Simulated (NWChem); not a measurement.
**C2H4F2 (1,1-difluoroethane) at B2PLYP/6-311+G(d,p)**

Wanted: the energy of C2H4F2 (1,1-difluoroethane). 

Program for the calculation: NWChem 7.3.0.

1 further run of the same task is left out (set aside as unsound or not needed).

## 1. Starting point

C2H4F2: 8 atoms, total charge 0, spin state singlet. SMILES: `CC(F)F`. The C2–H8 distance was set to 1.643 Å, away from the relaxed value. At this shape a bond of the SMILES string is far longer than usual.

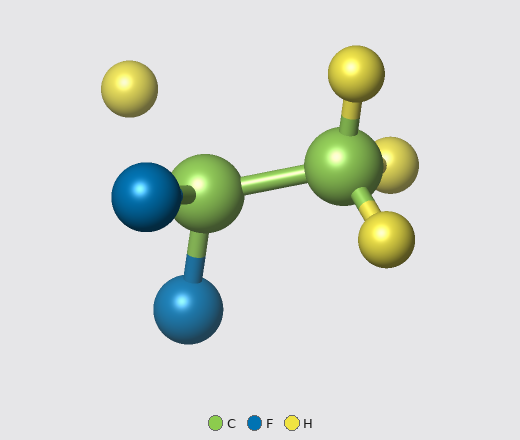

The structure, seen from a chosen angle (carbon green, fluorine blue, hydrogen yellow).

## 2. The energy at B2PLYP/6-311+G(d,p)

c2h4f2.nw reads:

```
start c2h4f2
memory total 2200 mb

geometry units angstroms noautosym nocenter noautoz
   C        0.480309       0.986682      -0.145536
   C        0.425009      -0.509118      -0.177036
   F        1.402509      -1.034318       0.610264
   F        0.645209      -0.963018      -1.440736
   H        1.458409       1.320982      -0.494236
   H        0.319809       1.341882       0.872964
   H       -0.293991       1.399682      -0.792836
   H       -1.006100      -1.136400       0.329500
end

basis spherical bse
   C library 6-311+G**
   F library 6-311+G**
   H library 6-311+G**
end

dft
   xc hfexch 0.53 becke88 0.47 lyp 0.73 mp2 0.27
   dftmp2 semidirect
   grid fine
   convergence energy 1e-08
   iterations 100
   mulliken
   print medium
end

mp2
   freeze core 4
end

task dft
```

Run with:

```bash
$ nwchem c2h4f2.nw > c2h4f2.out
```

**Question.** What will come out? Wanted: total energy; dipole moment; HOMO energy; LUMO energy; HOMO–LUMO gap.

**Answer.** As computed:

Level: B2PLYP/6-311+G**, 4 core orbitals frozen.

| quantity | value |
| --- | --- |
| total energy | -278.10208 Eh |
| dipole moment (SCF part) | 2.34 D |
| HOMO energy (SCF part's orbitals) | -10.07 eV |
| LUMO energy (SCF part's orbitals) | 0.28 eV |
| HOMO–LUMO gap (SCF part's orbitals) | 10.35 eV |
